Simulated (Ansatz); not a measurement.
The compound is PtS2 (1T sheet).

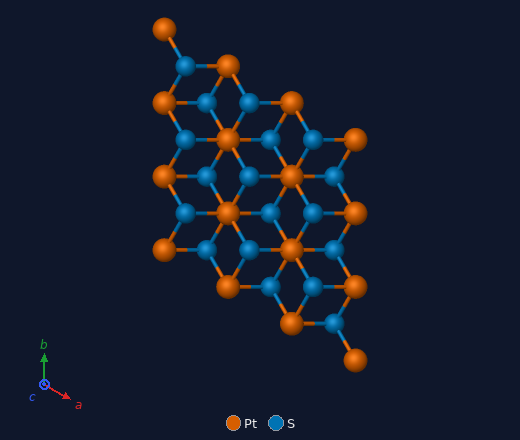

The structure (platinum orange, sulfur blue). 3×3×1 cells are drawn. Some periodic images of atoms are drawn too.

The cell holds 3 atoms: 1 Pt and 2 S. Its edges and angles: a = 3.536 Å, b = 3.536 Å, c = 29.688 Å, α = 90.0°, β = 90.0°, γ = 120.0°. Vacuum lies along c.

```xyz
3
Lattice="0.0000 2.5003 2.5003 2.5003 -2.5003 0.0000 17.1403 17.1403 -17.1403" Properties=species:S:1:pos:R:3
Pt    5.4686    5.4686   -5.4686
S     7.8381    5.3378   -5.3378
S     5.5995    5.5995   -3.0992
```

The structure was relaxed with PBEsol. The structure was generated from a model, not taken from a measurement. The runs that relaxed it are not among those shown. The program's search for lower electronic states was switched off, so nothing shows that the state found is the lowest. Spin-orbit coupling is left out unless a run names it. PAW set soft_2, made with PBE.

A constrained-RPA run (Ansatz 0.2.0; non-magnetic PBEsol; Pt d + anion p, bands v9 to c2, 6×6×1 mesh, medium accuracy) builds 11 functions on bands 9.9 eV wide, with 18.0 electrons in the window. The bare on-site interaction is 15.4 eV and the bare J 0.60 eV.

Estimate U, U′ and J.

On the Pt d shell, U = 6.61 eV (43 % of the bare value), U′ = 5.69 eV, J = 0.45 eV.

The parent state is non-magnetic and the interaction static (zero frequency); U depends on the window and the orbitals, so it belongs to this model alone. Spin-orbit coupling, which is strong for atoms this heavy, is left out. A window that holds the anion p bands defines a model with explicit ligands; its U belongs to that model and is not the U of DFT+U.

[Paths, hosts, dates, memory and timing lines, banners, echoed tables and standing remarks are left out of the program output.]

[Logs are printed without paths, hosts, clocks, repeated set-up lines and the standing remarks that a program may print on its own settings, such as how far it seeks lower states.]

[Runs of the session that timed out or met a known fault of the program may be left out.]

[Hosts, paths, dates, database ids (printed as entryN), source tags and the programs' standing remarks are cut or masked in the printed files.]
